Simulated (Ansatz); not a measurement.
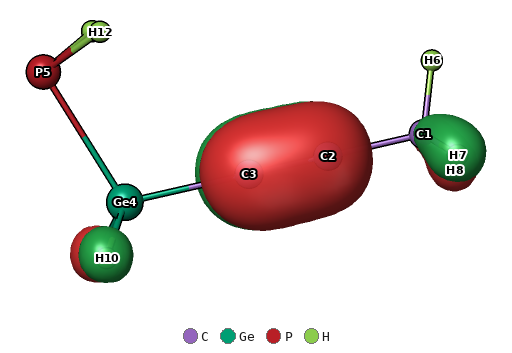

*C3H7GeP (SMILES CC#[C][GeH2][PH2]). The HOMO−1 at ±0.15 Å⁻³ᐟ² (green and red are the two phases), seen across its widest extent.*

Not at a stationary point (largest force 1.8 eV/Å).

Level of theory: Ansatz, SCF HSE06, Gaussian basis.

The calculation's input:

```
crystal:
  periodic: [false, false, false]
  atoms:
    - { symbol: C, position_ang: [2.6171, 0.6572, -0.1209] }
    - { symbol: C, position_ang: [1.2735, 0.1441, 0.1463] }
    - { symbol: C, position_ang: [0.1664, -0.2783, 0.366] }
    - { symbol: Ge, position_ang: [-1.574, -0.9399, 0.7087] }
    - { symbol: P, position_ang: [-3.0442, 0.0076, -0.761] }
    - { symbol: H, position_ang: [2.6028, 1.2661, -1.0482] }
    - { symbol: H, position_ang: [2.9485, 1.2873, 0.73] }
    - { symbol: H, position_ang: [3.3192, -0.1924, -0.2472] }
    - { symbol: H, position_ang: [-1.5851, -2.4796, 0.5312] }
    - { symbol: H, position_ang: [-1.9871, -0.5795, 2.1584] }
    - { symbol: H, position_ang: [-2.1995, -0.245, -1.9156] }
    - { symbol: H, position_ang: [-2.5375, 1.3523, -0.5477] }
basis:
  gaussian:
    orbitals: def2-SVP
hamiltonian:
  xc: hse06
output:
  orbitals: {}
  forces: true
```

Launched as:

```sh
python methods_c3h7gep.py
```

Question: What is the character of this orbital?

Answer: It lies mainly on C3 (about 40 %), C2 (about 35 %) and Ge4 (about 5 %); π-bonding across C3–C2. Its energy is −7.22 eV.
